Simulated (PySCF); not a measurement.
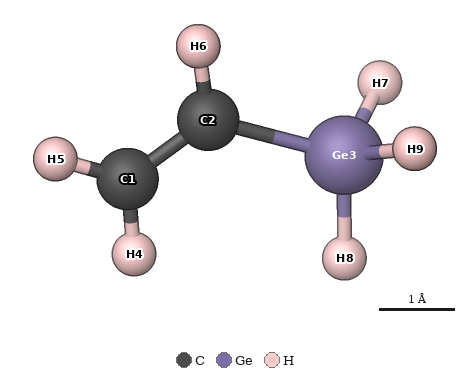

**Figure 1.** The starting structure (ball-and-stick view, seen at a tilt; atoms are numbered from 1 in the order of the input). Sticks mark near contacts. Bond lengths as drawn: C–C 1.34 Å, C–Ge 1.96 Å, C–H 1.05 to 1.09 Å and Ge–H 1.48 to 1.50 Å.

# Run report: C$_{2}$H$_{6}$Ge, geometry relaxation

The run: geometry relaxation of C$_{2}$H$_{6}$Ge, SMILES C=[CH][GeH3]. Method and program: PBE0-D3(BJ)/def2-SVP geometry optimisation, gas phase (PySCF 2.14.0).

### The input
```
{"job": {"xc": "PBE0", "basis": "def2-SVP", "d3": "d3bj", "grid": 1, "shake": 0.01, "kind": "geom"}, "charge": 0, "multiplicity": 1}
C      1.567770    -0.207510    -0.288730
C      0.552730     0.027360     0.557640
Ge    -1.337130     0.112800     0.051770
H      1.394150    -0.325500    -1.349440
H      2.579430    -0.230260     0.001970
H      0.784960     0.177990     1.606950
H     -2.102840    -0.926010     0.784640
H     -1.468460    -0.090460    -1.412690
H     -1.912810     1.444440     0.441410
```

The first line tells a small driver script what to run in PySCF; the rest is the geometry in Å.

Run as:
```bash
OMP_NUM_THREADS=1 python <driver script> task.json out
```

### Log
```
step   0  E = -2156.10067701  max force = 0.036933
step   1  E = -2156.10480207  max force = 0.011710
step   2  E = -2156.10527732  max force = 0.001211
step   3  E = -2156.10532018  max force = 0.000631
step   4  E = -2156.10533751  max force = 0.000712
step   5  E = -2156.10534676  max force = 0.000356
optimisation converged
```

### Trajectory as extended XYZ (Å, eV, eV/Å), 6 frames, from step=0 to step=5
```
9
Properties=species:S:1:pos:R:3:forces:R:3 step=0 energy=-58670.48782
C     1.5678   -0.2075   -0.2887   -1.8992   0.3670  -0.0435
C     0.5527    0.0274    0.5576    0.0423  -0.1386  -0.5758
Ge   -1.3371    0.1128    0.0518    1.1934   0.2537   0.4028
H     1.3942   -0.3255   -1.3494   -0.1344  -0.1653  -0.5361
H     2.5794   -0.2303    0.0020    1.5705  -0.0745   0.6643
H     0.7850    0.1780    1.6070    0.0895   0.0365   0.4503
H    -2.1028   -0.9260    0.7846   -0.5458  -0.8090   0.5207
H    -1.4685   -0.0905   -1.4127   -0.0730  -0.1445  -1.0407
H    -1.9128    1.4444    0.4414   -0.2435   0.6747   0.1580
9
Properties=species:S:1:pos:R:3:forces:R:3 step=1 energy=-58670.60007
C     1.5410    0.0269   -0.3511    0.6022  -0.1951  -0.1241
C     0.5682    0.0034    0.5562   -0.2831   0.1378   0.2382
Ge   -1.3182   -0.0393    0.0962   -0.1709  -0.0270  -0.0573
H     1.3416   -0.0414   -1.4274   -0.0107   0.0365   0.0252
H     2.6082    0.0695   -0.0596   -0.3515   0.0554  -0.1050
H     0.8335    0.0804    1.6191   -0.0025  -0.0642  -0.0286
H    -2.0759   -1.1702    0.8566    0.1782   0.2026  -0.1580
H    -1.4470   -0.2520   -1.4396    0.0034   0.0290   0.2665
H    -1.9680    1.3161    0.4875    0.0350  -0.1750  -0.0568
9
Properties=species:S:1:pos:R:3:forces:R:3 step=2 energy=-58670.61300
C     1.5436    0.0118   -0.3501    0.0327  -0.0285   0.0270
C     0.5662    0.0103    0.5609    0.0052   0.0623  -0.0178
Ge   -1.3161   -0.0296    0.0953   -0.0068  -0.0045  -0.0012
H     1.3346   -0.0503   -1.4242    0.0019   0.0132   0.0004
H     2.6026    0.0736   -0.0680   -0.0536  -0.0237  -0.0028
H     0.8308    0.0758    1.6238    0.0153  -0.0071  -0.0054
H    -2.0504   -1.1596    0.8428    0.0138  -0.0099  -0.0046
H    -1.4439   -0.2441   -1.4245   -0.0009   0.0049   0.0068
H    -1.9839    1.3055    0.4820   -0.0075  -0.0066  -0.0024
9
Properties=species:S:1:pos:R:3:forces:R:3 step=3 energy=-58670.61417
C     1.5454    0.0100   -0.3506   -0.0261  -0.0239   0.0004
C     0.5649    0.0218    0.5568    0.0083   0.0324  -0.0055
Ge   -1.3182   -0.0257    0.0956    0.0166   0.0134  -0.0033
H     1.3430   -0.0467   -1.4262   -0.0100  -0.0004   0.0007
H     2.6012    0.0543   -0.0620    0.0205  -0.0005   0.0096
H     0.8315    0.0822    1.6194    0.0037  -0.0056   0.0047
H    -2.0373   -1.1642    0.8422   -0.0003  -0.0241   0.0090
H    -1.4490   -0.2396   -1.4225   -0.0023   0.0021  -0.0209
H    -1.9981    1.3013    0.4851   -0.0105   0.0066   0.0053
9
Properties=species:S:1:pos:R:3:forces:R:3 step=4 energy=-58670.61464
C     1.5431    0.0070   -0.3493   -0.0322  -0.0134  -0.0133
C     0.5656    0.0349    0.5604   -0.0039  -0.0055   0.0000
Ge   -1.3159   -0.0205    0.0942    0.0013   0.0098   0.0157
H     1.3323   -0.0523   -1.4231    0.0127  -0.0003  -0.0035
H     2.6000    0.0392   -0.0648    0.0366   0.0058   0.0059
H     0.8341    0.0911    1.6229   -0.0040   0.0103  -0.0015
H    -2.0205   -1.1726    0.8349   -0.0084  -0.0129   0.0028
H    -1.4426   -0.2300   -1.4253    0.0039   0.0041  -0.0122
H    -2.0125    1.2968    0.4880   -0.0059   0.0020   0.0060
9
Properties=species:S:1:pos:R:3:forces:R:3 step=5 energy=-58670.61489
C     1.5447    0.0042   -0.3499   -0.0101  -0.0021   0.0004
C     0.5647    0.0394    0.5571    0.0052  -0.0172  -0.0003
Ge   -1.3181   -0.0185    0.0950    0.0009  -0.0031  -0.0027
H     1.3406   -0.0598   -1.4248   -0.0032   0.0017   0.0007
H     2.6012    0.0366   -0.0608    0.0100   0.0001  -0.0001
H     0.8330    0.0975    1.6195   -0.0049   0.0183   0.0008
H    -2.0162   -1.1780    0.8325   -0.0016   0.0018  -0.0054
H    -1.4459   -0.2223   -1.4260    0.0005   0.0051   0.0009
H    -2.0206    1.2942    0.4954    0.0032  -0.0046   0.0057
```

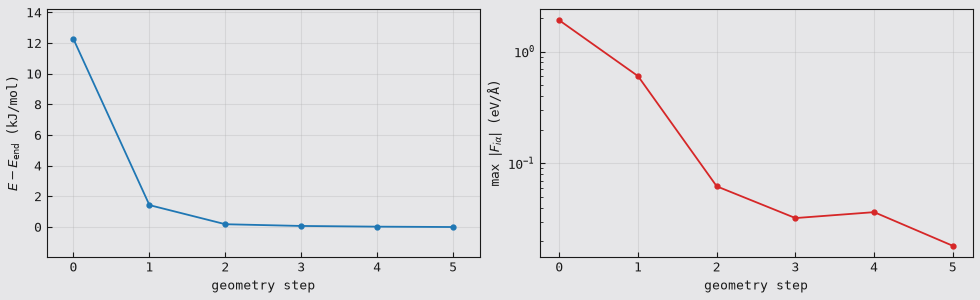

**Figure 2.** Progress of the relaxation, step by step (steps are counted from 0).

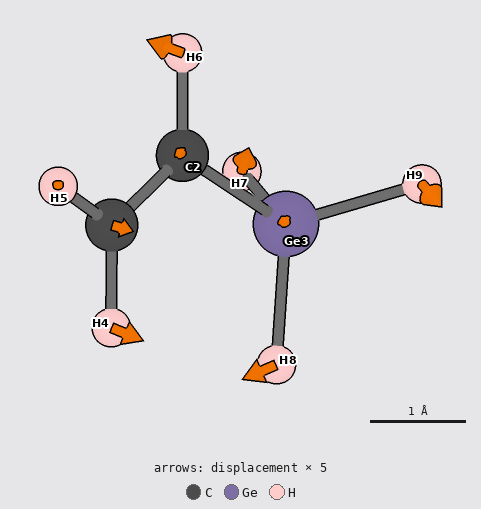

**Figure 3.** The starting structure with the displacements as orange arrows, magnified 5 times (ball-and-stick view, seen at a tilt). The two geometries are laid on each other by the best rigid fit. Over 5 geometry steps the energy falls by 12.3 kJ/mol. Largest force component: 1.9 eV/Å at the start, 0.018 eV/Å at the end. The atom that moves furthest after the best rigid fit is H6 (0.089 Å). Largest moves by element: H 0.089 Å, C 0.050 Å, Ge 0.025 Å. Distances before and after: Ge3–H7 1.484 → 1.541 Å, C1–H5 1.053 → 1.096 Å, Ge3–H9 1.502 → 1.542 Å, C2–Ge3 1.958 → 1.939 Å. (Atoms are counted from 1 in the order of the input.)

### Results in brief

| quantity | value |
| --- | --- |
| outcome | converged |
| total energy | −2156.105347 hartree |
| dipole moment | 0.60 D |
| point group | C1 |
| hardware | 1 CPU thread, shared host |
| wall time | 17 s |
| peak memory | 0.36 GiB |
